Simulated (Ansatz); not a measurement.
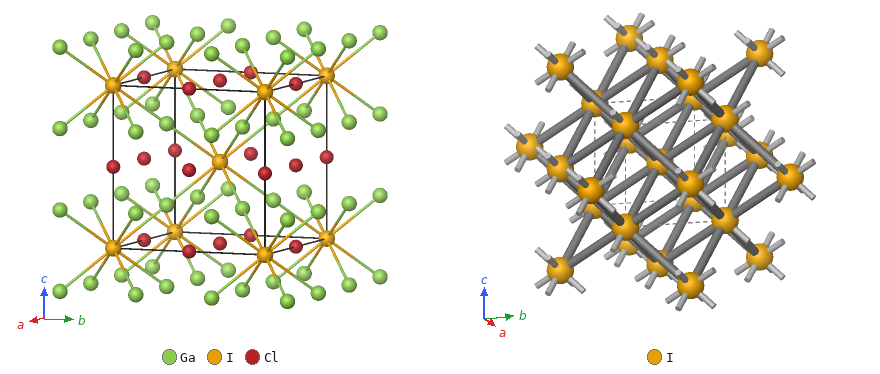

Left: the structure. Right: its underlying net. Nodes are coloured by element. Short stubs are edges that leave the cut-out.

Ga₄ICl₃ (space group Im-3m, No. 229). Coordinates: the input geometry of an electronic-structure calculation (not necessarily at equilibrium); the starting structure was generated, so it need not be a known form of this composition.

Bonds are taken as Ga–I below 3.7 Å; no other contact counts. The graph is simplified in the usual way: terminal and isolated atoms are pruned, two-connected atoms become edges.

The result is a uninodal 8-connected, three-periodic net: I is an 8-connected node. Ga becomes part of the edges. Cl drops out. It is the bcu net, known from CsCl and the body-centred cubic metals. It is a single net, without interpenetration.

```csv
node,links,point symbol,coordination sequence
I,8,4²⁴·6⁴,8 26 56 98
```
